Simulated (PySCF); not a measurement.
# BCl (SMILES [B]Cl): PBE/STO-6G

Aim: the vertical singlet–triplet gap of BCl at PBE/STO-6G, from 2 runs. 

The results are computed with PySCF 2.14.0.

17 further runs of the same task are left out: 7 that didn't finish, 10 set aside as unsound or not needed.

### 1 The structure to begin with

BCl has 2 atoms, charge 0, and is taken as a singlet. As SMILES, `[B]Cl`. The shape is that of a PBE0-D4/def2-TZVP optimisation.

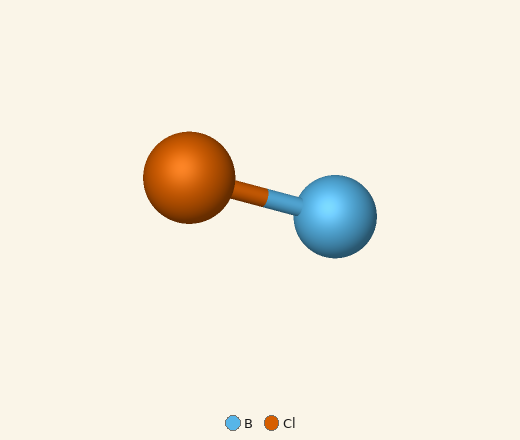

Viewed from a chosen angle; boron blue, chlorine orange.

### 2 A single-point energy at PBE/STO-6G

File input.py:

```python
# BCl
from pyscf import gto, dft

mol = gto.M(
    atom='B -0.000000 -0.000000 -0.069660; Cl 0.000000 0.000000 1.648190',
    max_memory=1860,
    verbose=4,
    basis='sto-6g',
    spin=0,
)

mf = dft.RKS(mol)
mf.xc = 'pbe'
mf.conv_tol = 1e-10
mf.grids.level = 5
mf.kernel()
if not mf.converged:
    mf = mf.newton().run(mf.mo_coeff, mf.mo_occ)

e_final = mf.e_tot
print('Final energy', e_final)
```

Started as:

```bash
$ OMP_NUM_THREADS=1 python input.py
```

What it wrote:

```text
PySCF version 2.14.0

[INPUT] num. atoms = 2
[INPUT] num. electrons = 22
[INPUT] charge = 0
[INPUT] spin (= nelec alpha-beta = 2S) = 0
[INPUT] symmetry False subgroup None
[INPUT] Mole.unit = angstrom
[INPUT] Symbol           X                Y                Z      unit          X                Y                Z       unit  Magmom
[INPUT]  1 B      0.000000000000   0.000000000000  -0.069660000000 AA    0.000000000000   0.000000000000  -0.131638321837 Bohr   0.0
[INPUT]  2 Cl     0.000000000000   0.000000000000   1.648190000000 AA    0.000000000000   0.000000000000   3.114627701247 Bohr   0.0

nuclear repulsion = 26.183929288471
number of shells = 8
number of NR pGTOs = 84
number of NR cGTOs = 14
basis = sto-6g
ecp = {}

******** <class 'pyscf.dft.rks.RKS'> ********
method = RKS
initial guess = minao
damping factor = 0
level_shift factor = 0
DIIS = <class 'pyscf.scf.diis.CDIIS'>
diis_start_cycle = 1
diis_space = 8
diis_damp = 0
SCF conv_tol = 1e-10
SCF conv_tol_grad = None
SCF max_cycles = 50
direct_scf = True
direct_scf_tol = 1e-13
XC library pyscf.dft.libxc version 7.0.0
    S. Lehtola, C. Steigemann, M. J.T. Oliveira, and M. A.L. Marques.,  SoftwareX 7, 1–5 (2018)
XC functionals = pbe
    J. P. Perdew, K. Burke, and M. Ernzerhof.,  Phys. Rev. Lett. 77, 3865 (1996)
    J. P. Perdew, K. Burke, and M. Ernzerhof.,  Phys. Rev. Lett. 78, 1396 (1997)
    J. P. Perdew, K. Burke, and M. Ernzerhof.,  Phys. Rev. Lett. 77, 3865 (1996)
    J. P. Perdew, K. Burke, and M. Ernzerhof.,  Phys. Rev. Lett. 78, 1396 (1997)
radial grids:
    Treutler-Ahlrichs [JCP 102, 346 (1995); DOI:10.1063/1.469408] (M4) radial grids

becke partition: Becke, JCP 88, 2547 (1988); DOI:10.1063/1.454033
pruning grids: <function nwchem_prune>
grids dens level: 5
symmetrized grids: False
atomic radii adjust function: <function treutler_atomic_radii_adjust>
small_rho_cutoff = 0
Set gradient conv threshold to 1e-05
Initial guess from minao.
tot grids = 86208
init E= -482.944315175705
  HOMO = -0.183157810857592  LUMO = -0.0233584591774009  gap/eV = 4.34836
cycle= 1 E= -483.024601060145  delta_E= -0.0803  |g|= 0.197  |ddm|= 1.63
  HOMO = -0.151416656550548  LUMO = -0.0288580857907013  gap/eV = 3.33499
cycle= 2 E= -482.97480337914  delta_E= 0.0498  |g|= 0.43  |ddm|= 1.01
  HOMO = -0.11477336996034  LUMO = 0.00635685999319926  gap/eV = 3.29612
cycle= 3 E= -483.04674684247  delta_E= -0.0719  |g|= 0.0204  |ddm|= 0.663
  HOMO = -0.120108180566379  LUMO = 0.0073980635740692  gap/eV = 3.46962
cycle= 4 E= -483.047027068696  delta_E= -0.00028  |g|= 0.00615  |ddm|= 0.103
  HOMO = -0.119334025853136  LUMO = 0.00783810111307973  gap/eV = 3.46053
cycle= 5 E= -483.047045858414  delta_E= -1.88e-05  |g|= 4.7e-05  |ddm|= 0.0136
  HOMO = -0.119348603176466  LUMO = 0.00782275147160464  gap/eV = 3.46051
cycle= 6 E= -483.047045859496  delta_E= -1.08e-09  |g|= 1.13e-06  |ddm|= 9.85e-05
  HOMO = -0.119348448577177  LUMO = 0.00782266322713563  gap/eV = 3.46050
cycle= 7 E= -483.047045859497  delta_E= -1.19e-12  |g|= 1.55e-07  |ddm|= 4.4e-06
  HOMO = -0.11934850368224  LUMO = 0.00782262204026953  gap/eV = 3.46050
Extra cycle  E= -483.047045859497  delta_E= -1.71e-13  |g|= 2.68e-07  |ddm|= 8.58e-07
converged SCF energy = -483.047045859497
Final energy -483.0470458594969
```

Wall time 1.3 s (1 thread of Arm Neoverse V2, shared host); peak memory 0.16 GiB.

### 3 The triplet at the same level

File job.py:

```python
from pyscf import gto, dft

mol = gto.Mole()
mol.atom = '''
B      0.000000     0.000000    -0.131638
Cl     0.000000     0.000000     3.114628
'''
mol.verbose = 3
mol.spin = 2
mol.max_memory = 1860
mol.basis = 'sto-6g'
mol.unit = 'bohr'
mol.charge = 0
mol.build()

myscf = dft.UKS(mol)
myscf.xc = 'pbe'
myscf.grids.level = 5
myscf.conv_tol = 1e-10
myscf.kernel()
if not myscf.converged:
    myscf = myscf.newton().run(myscf.mo_coeff, myscf.mo_occ)

energy = myscf.e_tot
print('Final energy', energy)
```

Started as:

```bash
$ OMP_NUM_THREADS=1 python job.py
```

What it wrote:

```text
WARN: HOMO -0.0233584589772514 >= LUMO -0.183157810325044

WARN: HOMO -0.0584349737189188 >= LUMO -0.0781114500750527

WARN: HOMO -0.0316164570889859 >= LUMO -0.0429618722982902

WARN: HOMO -0.0322072044421433 >= LUMO -0.0383745332805797

WARN: HOMO -0.0324189146327364 >= LUMO -0.0380493474642162

WARN: HOMO -0.0324049500570835 >= LUMO -0.0380424626436328

WARN: HOMO -0.0324037126174483 >= LUMO -0.0380424612555292

WARN: HOMO -0.0324037224990373 >= LUMO -0.0380424472224486

converged SCF energy = -482.97346387687  <S^2> = 2.0082761  2S+1 = 3.0055123
Final energy -482.9734638768701
```

Run time: 1.8 s. Hardware: 1 thread of Arm Neoverse V2, shared host; peak memory 0.17 GiB.

### 4 Outcome

At PBE/STO-6G:

```
                                        quantity          value
                           singlet: total energy  -483.04705 Eh
                          singlet: dipole moment         0.30 D
                            singlet: HOMO energy       -3.25 eV
                            singlet: LUMO energy        0.21 eV
                          singlet: HOMO–LUMO gap        3.46 eV
                           triplet: total energy  -482.97346 Eh
                          triplet: dipole moment         1.19 D
     triplet: HOMO energy (highest over α and β)       -0.88 eV
                                   triplet: ⟨S²⟩          2.008
vertical energy of the triplet above the singlet       2.002 eV
```

At this shape the triplet lies 2.00 eV (193 kJ/mol) above the singlet. In a minimal basis such a difference can be off by several eV, whatever the method.
